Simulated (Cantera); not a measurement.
Input: 1 mol Al(CH3)3, 18 mol H2O, 25 mol H2, equilibrated at 0.0370 bar.

Equilibrium computed with Cantera from the NASA thermochemical tables; the gas is ideal and each condensed phase is pure. Candidate condensed phases: Al, Al2O3, C, C6H6, C7H8, C8H18, H2O; 121 gas species. The feed counts by its element totals alone. The numbers say what is thermodynamically allowed, not how fast it happens.

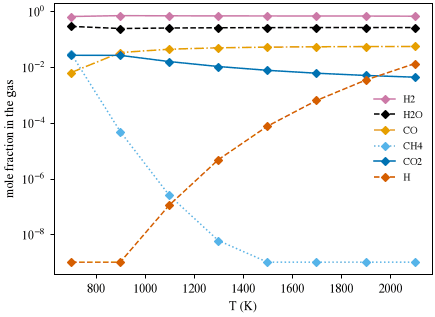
Fig. 1. Equilibrium gas composition (values under 1e-9 drawn at 1e-9)

Task: Read off the mole fractions at 1300 K.

Result: H2 about 0.68, H2O about 0.26, CO about 0.049, CO2 about 0.010, H about 4.8e-6.
